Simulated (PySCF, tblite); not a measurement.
# C₅H₉F₃: a rotation path, then NMR shifts on frames, part 2 of 2

tblite 0.8.0 and PySCF 2.14.0. Atoms count from 0. Earlier steps stand in the parts before.

**5. Nuclear shieldings: image 4, PBE0/pcSseg-1**

The job: settings as JSON, then the geometry in Å.

```
{"job": {"kind": "nmr", "xc": "PBE0", "basis": "pcSseg-1", "pop": false}, "charge": 0, "multiplicity": 1}
F     -2.440000     1.539700     0.836700
C     -2.498800     0.473400    -0.028000
C     -1.314800    -0.454900     0.195800
C      0.001100     0.249800    -0.120300
C      1.203600    -0.649600     0.163400
C      2.533900     0.059600    -0.118000
F      3.237800    -0.598700    -1.074900
F      2.355600     1.312700    -0.599600
H     -3.450000    -0.032200     0.168100
H     -2.497600     0.893400    -1.038700
H     -1.315100    -0.781500     1.237600
H     -1.438900    -1.331500    -0.440800
H      0.072600     1.153100     0.487200
H      0.011100     0.549200    -1.169700
H      1.181100    -0.978800     1.202200
H      1.160300    -1.537300    -0.471600
H      3.191200     0.145600     0.760600
```

Method: GIAO PBE0/pcSseg-1 NMR shielding, non-relativistic, gas phase.

The program printed:

```text
coarse grid: 14272 points
cycle   1  E = -494.7324077004  dE =  8.479e-01  |g| = 7.985e-01  |ddm| = 3.405e+00
cycle   2  E = -494.6495980880  dE =  8.281e-02  |g| = 1.116e+00  |ddm| = 1.117e+00
cycle   3  E = -494.8402785051  dE = -1.907e-01  |g| = 6.138e-02  |ddm| = 6.555e-01
cycle   4  E = -494.8408408515  dE = -5.623e-04  |g| = 3.219e-02  |ddm| = 6.324e-02
cycle   5  E = -494.8410761169  dE = -2.353e-04  |g| = 5.232e-03  |ddm| = 2.925e-02
cycle   6  E = -494.8410818372  dE = -5.720e-06  |g| = 1.477e-03  |ddm| = 5.062e-03
final grid: 139200 points
cycle   7  E = -494.9093687152  dE = -5.900e-05  |g| = 9.082e-03  |ddm| = 2.876e-02
cycle   8  E = -494.9093585338  dE =  1.018e-05  |g| = 1.196e-02  |ddm| = 1.512e-02
cycle   9  E = -494.9093872365  dE = -2.870e-05  |g| = 9.975e-04  |ddm| = 8.141e-03
cycle  10  E = -494.9093873930  dE = -1.565e-07  |g| = 2.499e-04  |ddm| = 8.743e-04
cycle  11  E = -494.9093874027  dE = -9.683e-09  |g| = 6.326e-05  |ddm| = 1.992e-04
cycle  12  E = -494.9093874035  dE = -8.240e-10  |g| = 1.750e-05  |ddm| = 5.814e-05
converged SCF energy = -494.9093874035

GIAO shielding tensors (ppm)
atom      isotropic    diamagn.    paramagn.     s11        s22        s33       span
  0 F      422.582     474.158     -51.576    374.364    433.484    459.898     85.534
  1 C      100.467     238.994    -138.527     65.002     85.848    150.552     85.550
  2 C      151.456     248.470     -97.014    140.313    148.864    165.189     24.876
  3 C      163.270     250.098     -86.827    146.782    166.149    176.880     30.099
  4 C      146.249     250.683    -104.435    121.266    141.302    176.177     54.911
  5 C       65.839     234.426    -168.588     43.679     66.239     87.598     43.919
  6 F      289.854     469.309    -179.455    183.343    332.985    353.233    169.890
  7 F      313.489     475.315    -161.826    210.757    330.091    399.619    188.862
  8 H       26.705      26.581       0.123     21.964     26.920     31.230      9.265
  9 H       27.062      28.190      -1.129     22.834     27.253     31.098      8.264
 10 H       30.053      31.159      -1.106     25.838     29.395     34.926      9.088
 11 H       30.516      31.435      -0.919     26.046     29.730     35.772      9.726
 12 H       29.676      32.709      -3.034     23.753     31.621     33.653      9.900
 13 H       30.144      33.100      -2.957     24.857     30.868     34.706      9.850
 14 H       29.755      31.515      -1.760     25.735     29.601     33.929      8.194
 15 H       29.683      31.227      -1.544     25.497     29.940     33.614      8.117
 16 H       25.364      26.129      -0.765     23.221     23.532     29.338      6.117
```

Wall time 48 s (1 thread of Intel Xeon at 2.50GHz, shared host); peak memory 0.84 GiB.

This run: δ C5 121.1, C1 86.5, C4 40.7, C2 35.5, H16 6.35, H8 5.01 ppm.

**6. Shielding tensors: image 6, PBE0/pcSseg-1**

The job: settings as JSON, then the geometry in Å.

```
{"job": {"kind": "nmr", "xc": "PBE0", "basis": "pcSseg-1", "pop": false}, "charge": 0, "multiplicity": 1}
F     -2.444700     1.586800     0.694700
C     -2.496600     0.454400    -0.081700
C     -1.309700    -0.448500     0.217700
C      0.006500     0.230600    -0.150100
C      1.208700    -0.634300     0.227700
C      2.532400     0.045900    -0.115800
F      2.908000    -0.250500    -1.386900
F      2.441100     1.395500    -0.065900
H     -3.446100    -0.037800     0.152800
H     -2.495000     0.791800    -1.122900
H     -1.310400    -0.687100     1.283300
H     -1.430900    -1.375500    -0.343700
H      0.068500     1.180700     0.382400
H      0.028400     0.440900    -1.221000
H      1.183800    -0.855600     1.294600
H      1.183700    -1.580100    -0.318100
H      3.365300    -0.245300     0.542900
```

Method: GIAO PBE0/pcSseg-1 NMR shielding, non-relativistic, gas phase.

The program printed:

```text
coarse grid: 14272 points
cycle   1  E = -494.7347979918  dE =  8.497e-01  |g| = 7.982e-01  |ddm| = 3.407e+00
cycle   2  E = -494.6518018951  dE =  8.300e-02  |g| = 1.116e+00  |ddm| = 1.121e+00
cycle   3  E = -494.8427259671  dE = -1.909e-01  |g| = 6.108e-02  |ddm| = 6.591e-01
cycle   4  E = -494.8432781457  dE = -5.522e-04  |g| = 3.191e-02  |ddm| = 6.247e-02
cycle   5  E = -494.8435086342  dE = -2.305e-04  |g| = 5.257e-03  |ddm| = 2.907e-02
cycle   6  E = -494.8435144272  dE = -5.793e-06  |g| = 1.465e-03  |ddm| = 5.076e-03
final grid: 139200 points
cycle   7  E = -494.9125548798  dE = -6.217e-05  |g| = 9.017e-03  |ddm| = 2.865e-02
cycle   8  E = -494.9125454288  dE =  9.451e-06  |g| = 1.170e-02  |ddm| = 1.513e-02
cycle   9  E = -494.9125735029  dE = -2.807e-05  |g| = 1.018e-03  |ddm| = 8.133e-03
cycle  10  E = -494.9125736594  dE = -1.566e-07  |g| = 2.675e-04  |ddm| = 8.925e-04
cycle  11  E = -494.9125736705  dE = -1.101e-08  |g| = 6.403e-05  |ddm| = 2.123e-04
cycle  12  E = -494.9125736713  dE = -8.265e-10  |g| = 1.934e-05  |ddm| = 6.065e-05
converged SCF energy = -494.9125736713

GIAO shielding tensors (ppm)
atom      isotropic    diamagn.    paramagn.     s11        s22        s33       span
  0 F      422.482     474.129     -51.648    374.498    432.972    459.974     85.476
  1 C      100.524     238.882    -138.357     64.953     85.950    150.669     85.716
  2 C      151.300     248.317     -97.017    140.157    148.337    165.406     25.249
  3 C      165.275     250.143     -84.868    149.152    170.543    176.130     26.978
  4 C      146.692     250.061    -103.368    129.333    138.813    171.931     42.597
  5 C       65.802     233.797    -167.995     44.322     67.106     85.977     41.655
  6 F      301.816     471.670    -169.854    176.861    332.792    395.795    218.934
  7 F      315.156     475.696    -160.540    219.205    328.718    397.545    178.341
  8 H       26.706      26.566       0.140     21.945     26.923     31.250      9.304
  9 H       27.061      28.146      -1.084     22.812     27.254     31.119      8.307
 10 H       30.050      31.139      -1.089     25.833     29.394     34.923      9.089
 11 H       30.499      31.354      -0.855     26.024     29.675     35.798      9.774
 12 H       29.390      32.563      -3.173     22.946     31.964     33.261     10.316
 13 H       30.288      33.018      -2.730     25.093     30.784     34.986      9.893
 14 H       29.914      31.584      -1.670     25.763     29.496     34.484      8.721
 15 H       29.858      31.101      -1.243     26.068     29.526     33.980      7.912
 16 H       25.339      25.757      -0.418     22.896     23.570     29.551      6.655
```

Wall time 56 s (1 thread of Intel Xeon at 2.50GHz, shared host); peak memory 0.85 GiB.

Key values: δ C5 121.1, C1 86.4, C4 40.2, C2 35.6, H16 6.38, H8 5.01 ppm.

**7. NMR shieldings: image 8, PBE0/pcSseg-1**

The job: settings as JSON, then the geometry in Å.

```
{"job": {"kind": "nmr", "xc": "PBE0", "basis": "pcSseg-1", "pop": false}, "charge": 0, "multiplicity": 1}
F     -2.504100     1.596800     0.572600
C     -2.499500     0.424000    -0.143300
C     -1.302900    -0.430300     0.249900
C      0.014300     0.228600    -0.153000
C      1.214800    -0.609900     0.286600
C      2.529000     0.025200    -0.139600
F      2.588200     0.168400    -1.487600
F      2.663600     1.270400     0.377100
H     -3.444900    -0.080600     0.082100
H     -2.466700     0.703800    -1.201500
H     -1.322800    -0.581300     1.331200
H     -1.403000    -1.402800    -0.235100
H      0.075700     1.217000     0.306200
H      0.043200     0.356200    -1.237400
H      1.229400    -0.711100     1.373000
H      1.165700    -1.605600    -0.158500
H      3.412900    -0.556800     0.167300
```

Method: GIAO PBE0/pcSseg-1 NMR shielding, non-relativistic, gas phase.

The program printed:

```text
coarse grid: 14272 points
cycle   1  E = -494.7388585422  dE =  8.454e-01  |g| = 7.964e-01  |ddm| = 3.408e+00
cycle   2  E = -494.6566169394  dE =  8.224e-02  |g| = 1.112e+00  |ddm| = 1.119e+00
cycle   3  E = -494.8463731135  dE = -1.898e-01  |g| = 6.082e-02  |ddm| = 6.575e-01
cycle   4  E = -494.8469177835  dE = -5.447e-04  |g| = 3.168e-02  |ddm| = 6.197e-02
cycle   5  E = -494.8471448864  dE = -2.271e-04  |g| = 5.272e-03  |ddm| = 2.894e-02
cycle   6  E = -494.8471507463  dE = -5.860e-06  |g| = 1.448e-03  |ddm| = 5.071e-03
final grid: 139200 points
cycle   7  E = -494.9158032731  dE = -5.912e-05  |g| = 9.570e-03  |ddm| = 2.693e-02
cycle   8  E = -494.9157922204  dE =  1.105e-05  |g| = 1.252e-02  |ddm| = 1.644e-02
cycle   9  E = -494.9158241482  dE = -3.193e-05  |g| = 1.030e-03  |ddm| = 8.681e-03
cycle  10  E = -494.9158243141  dE = -1.658e-07  |g| = 2.672e-04  |ddm| = 9.100e-04
cycle  11  E = -494.9158243250  dE = -1.096e-08  |g| = 6.600e-05  |ddm| = 2.132e-04
cycle  12  E = -494.9158243259  dE = -8.829e-10  |g| = 1.848e-05  |ddm| = 5.937e-05
converged SCF energy = -494.9158243259

GIAO shielding tensors (ppm)
atom      isotropic    diamagn.    paramagn.     s11        s22        s33       span
  0 F      421.236     473.821     -52.585    373.392    430.329    459.988     86.597
  1 C      100.143     238.978    -138.835     64.869     85.718    149.842     84.973
  2 C      151.009     248.163     -97.154    138.739    148.518    165.770     27.031
  3 C      166.434     250.358     -83.924    150.507    172.293    176.502     25.995
  4 C      146.832     249.596    -102.764    134.049    138.484    167.963     33.915
  5 C       65.440     234.528    -169.088     44.199     67.882     84.240     40.042
  6 F      315.831     474.457    -158.625    201.625    332.915    412.955    211.330
  7 F      314.986     474.464    -159.478    202.833    330.973    411.152    208.319
  8 H       26.709      26.599       0.110     21.948     26.984     31.193      9.245
  9 H       27.060      28.181      -1.121     22.863     27.329     30.988      8.125
 10 H       29.964      31.028      -1.064     25.803     29.294     34.794      8.991
 11 H       30.558      31.414      -0.856     26.060     29.791     35.824      9.764
 12 H       29.434      32.566      -3.133     23.159     31.660     33.482     10.323
 13 H       30.149      32.987      -2.838     24.526     30.995     34.925     10.399
 14 H       29.985      31.252      -1.267     26.201     29.144     34.609      8.407
 15 H       30.045      31.293      -1.248     26.295     29.276     34.563      8.268
 16 H       25.320      25.694      -0.373     22.833     23.510     29.618      6.786
```

Run time: 59 s. Hardware: 1 thread of Intel Xeon at 2.50GHz, shared host; peak memory 0.85 GiB.

Key values: δ C5 121.5, C1 86.8, C4 40.1, C2 35.9, H16 6.40, H8 5.01 ppm.

**8. Comparing the runs: NMR shifts**

Shifts (ppm) of some atoms, chosen among heavy atoms and hydrogens apart, with basis size and wall time:

| frame | C5 | C3 | H15 | H12 | F6 | F7 | F0 | functions | time |
| --- | --- | --- | --- | --- | --- | --- | --- | --- | --- |
| image 0 | 124.2 | 25.1 | 1.87 | 1.82 | -132.5 | -141.6 | -251.5 | 181 | 57 s |
| image 2 | 122.1 | 23.9 | 1.96 | 1.83 | -128.3 | -143.7 | -251.7 | 181 | 47 s |
| image 4 | 121.1 | 23.7 | 2.03 | 2.04 | -118.9 | -142.5 | -251.6 | 181 | 48 s |
| image 6 | 121.1 | 21.7 | 1.86 | 2.33 | -130.9 | -144.2 | -251.5 | 181 | 56 s |
| image 8 | 121.5 | 20.5 | 1.67 | 2.28 | -144.9 | -144.0 | -250.3 | 181 | 59 s |

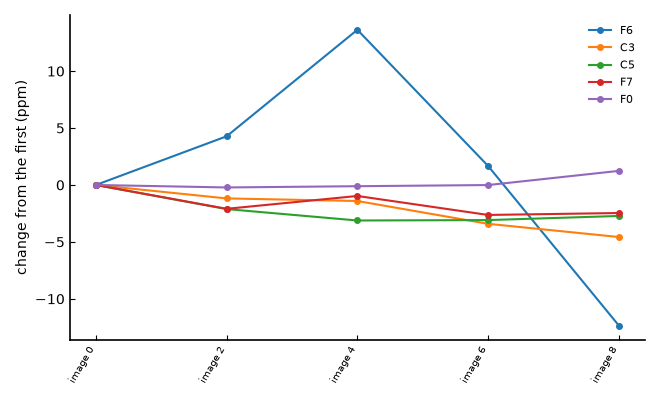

How five of the tabulated atoms move from run to run.

**9. What came out**

The summary covers parts 1 to 2.

| quantity | value |
| --- | --- |
| barrier | 0.134 eV (3.1 kcal/mol) at image 4 |
| end to end (GFN2-xTB) | 0.028 eV |
| 13C shifts against TMS (PBE0/pcSseg-1, image 0) | 124.2, 86.9, 40.2, 36.0, 25.1 ppm |
| 1H shifts against TMS (PBE0/pcSseg-1, image 0) | 6.11, 5.01, 4.63, 1.87, 1.82, 1.82, 1.68, 1.37, 1.27 ppm |
| 19F shifts against CFCl3 (PBE0/pcSseg-1, image 0) | -132.5, -141.6, -251.5 ppm |
| range of the shift of F6 | -144.9 to -118.9 ppm |

In words: Along the band the dihedral turns by 124°, and the top (dihedral 240°) lies 3.1 kcal/mol above the start (GFN2-xTB, rough), so at room temperature this motion is fast. Ends this close can change order at a higher level. The top was not checked by a frequency run. Shifts at one fixed geometry are not the observed spectrum, which averages over the motion. In the first frame run (image 0): Shielding is most anisotropic at F6 (span 176 ppm, paramagnetic term -164 ppm). In ppm, F6 moves most: its shift spreads over 26.0 ppm, from -144.9 (image 8) to -118.9 (image 4).
